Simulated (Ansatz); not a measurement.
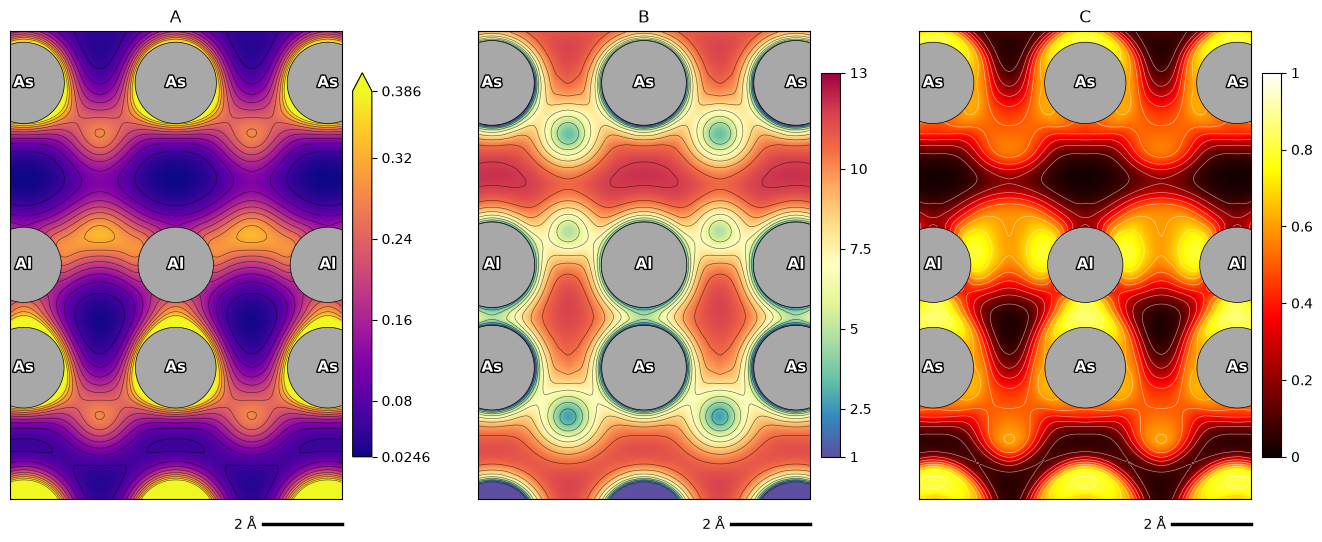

AlAs5: 3 fields on the (010) plane of the conventional cell, with unlabelled colour scales. Grey discs cover the atomic cores.

Space group P3m1; a generated structure, not necessarily the stable one.

These are results of DFT PBE, scalar-relativistic, plane waves, PAW (Ansatz), not measurements.

The panels show electron localisation function, electrostatic potential energy of an electron and valence pseudo-density in some order. Assign them.

Answer. Panel A: valence pseudo-density. Panel B: electrostatic potential energy of an electron (low next to the atoms, rising into the space between them). Panel C: electron localisation function. From the grid: Al–As (2.61 Å): ρ at the midpoint is about 0.36 e/Å³; the ELF peaks at about 0.85 between the atoms.
